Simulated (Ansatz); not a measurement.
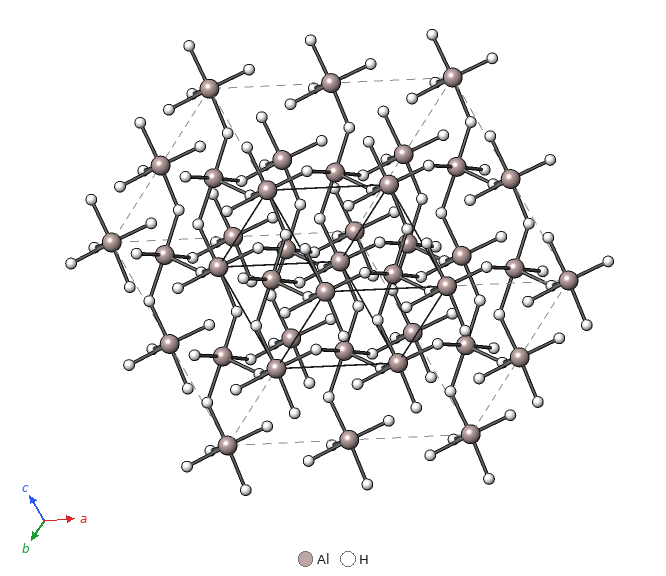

We look at a ball-and-stick model of the crystal from a general direction. Shown are 2×2×2 repeats of the cell (the run's own, in a reduced setting), one of them outlined in solid lines. A few atoms beyond the faces are included.

Edges and angles: a = 4.373 Å, b = 4.462 Å, c = 4.634 Å, α = 90.75°, β = 116.75°, γ = 118.90°.

The composition is Al$_{2}$H$_{5}$.

Question: Describe the coordination of Al.

Answer: Each Al has five H in a square pyramidal arrangement at about 1.7 to 1.8 Å.

Question: What is the coordination of H?

Answer: Two Al in a bent arrangement at about 1.7 to 1.8 Å.

Question: In how many dimensions do the bonds extend?

Answer: The bonds build a three-dimensional framework.

The structure is a known structure type with an atom taken out, added or moved, with the atoms shaken; no relaxation was done. It went into a calculation with Ansatz.
